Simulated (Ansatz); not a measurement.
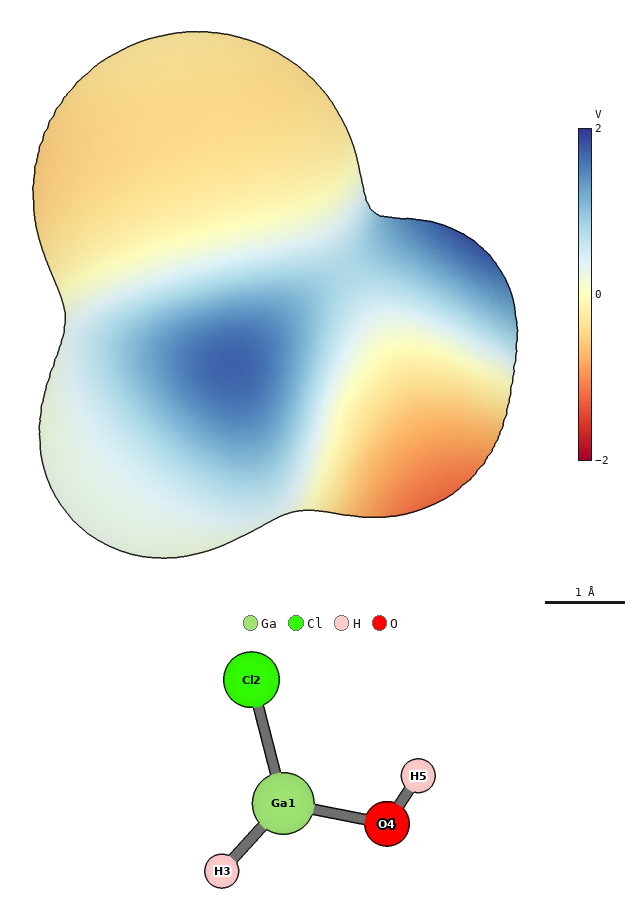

ClGaH$_{2}$O. The electrostatic potential painted on the density surface at 0.001 e/bohr³, seen across its widest extent; red is negative and blue positive. The bare structure is drawn below in the same view.

All numbers below come from RKS revPBE-D4/def2-SVP in Ansatz.

```xyz
5

Ga    0.0794   -0.0662   -0.0557
Cl   -0.1450   -0.0935    2.1100
H     1.4366    0.1937   -0.7740
O    -1.4260   -0.3676   -0.9951
H    -2.1952   -0.5132   -0.4116
```

Which sites attract a positive test charge, and which a negative one?

Answer. A positive charge is drawn to the negative regions and a negative charge to the positive ones. The most negative region (about −1.2 V, or −28 kcal/mol for a unit charge) lies over O4, the most positive (about +1.8 V, or +42 kcal/mol for a unit charge) over Ga1 and H5. O4 is the likeliest acceptor of a hydrogen bond.
